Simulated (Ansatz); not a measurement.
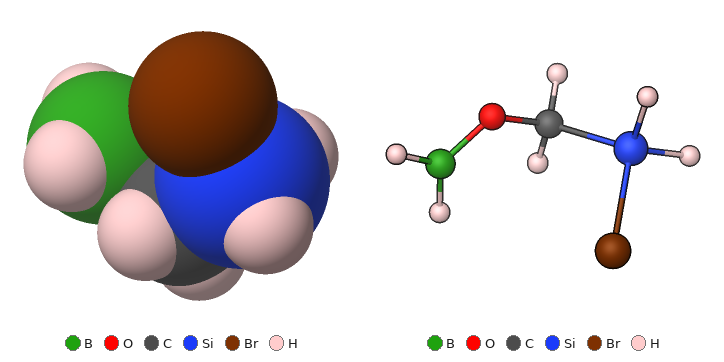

Both panels show the same species.

The computed structure is the end point of a PBE0-D4/def2-TZVP optimisation. No frequency run is at hand to confirm it as a minimum.

Description:

The molecule is CH₆BBrOSi. SMILES: `BOC[SiH2]Br`. It has no ring. Among its groups: Si–H bond, B–H bond. The point group is C1. Coordination: 1 B trigonal planar; 1 O bent; 1 C tetrahedral; 1 Si tetrahedral.

The parts below concern this one geometry. Atoms keep their numbers from picture to picture.

Electronic properties

No frequency run is at hand to confirm it as a minimum. Properties computed with RKS ωB97X-V/def2-TZVPP (Ansatz 0.2.0).

> What is the HOMO energy (Kohn–Sham orbital)?

−10.70 eV.

> Give the LUMO energy (Kohn–Sham orbital) at this level.

1.64 eV.

Dipole moment

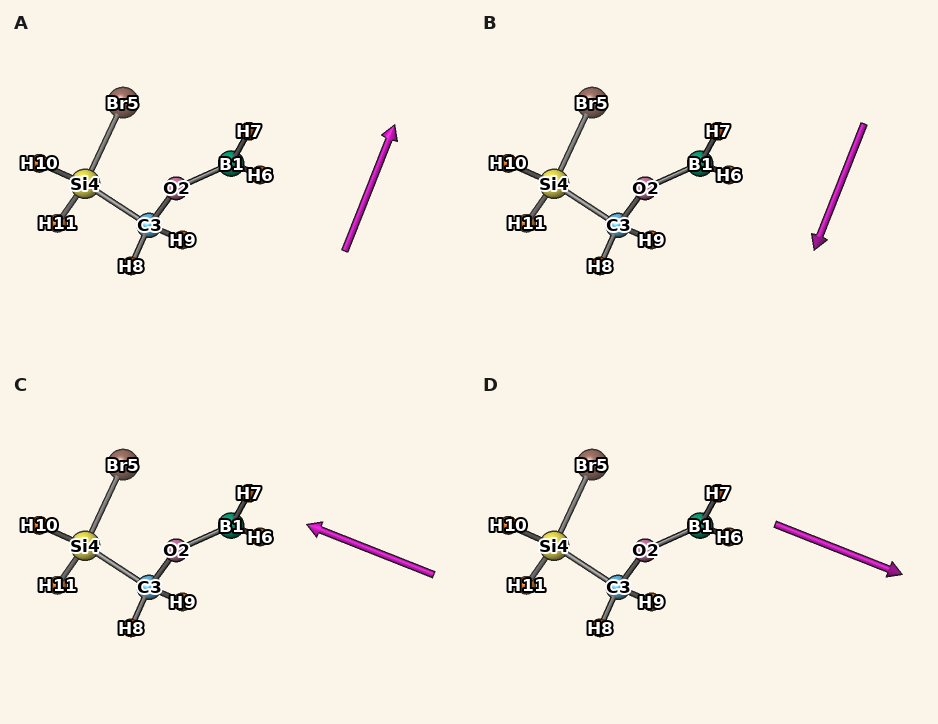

The same molecule four times, each with an arrow. No frequency run is at hand to confirm it as a minimum. Method: RKS ωB97M-V/def2-TZVPP (Ansatz 0.2.0).

> Which arrow points along the dipole moment, from the negative to the positive end?

B. The dipole moment is 2.25 D; it points from the side of H7 to the side of H8, H11 (the outermost atoms at the two ends).

Charges

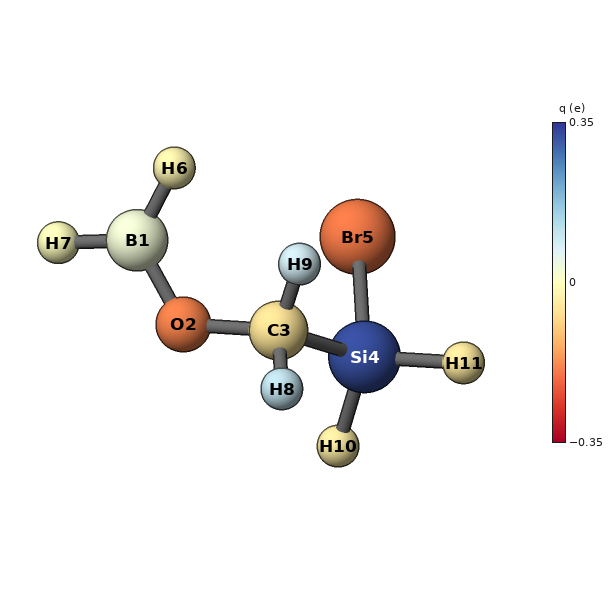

Atoms are coloured by their Mulliken charges. No frequency run is at hand to confirm it as a minimum. Method: RKS PBE-D4/def2-TZVPP (Ansatz 0.2.0).

> Which atom carries the highest charge (most positive or least negative)?

Si4 (0.32 e).

> And the lowest?

Br5 (−0.19 e).

Give the Mulliken charges atom by atom.

```
atom  value (e)
  B1       0.03
  O2      −0.18
  C3      −0.06
 Si4       0.32
 Br5      −0.19
  H6      −0.02
  H7       0.00
  H8       0.11
  H9       0.09
 H10      −0.04
 H11      −0.05
```

Mulliken values depend strongly on the basis set and can even reverse the polarity of a bond.
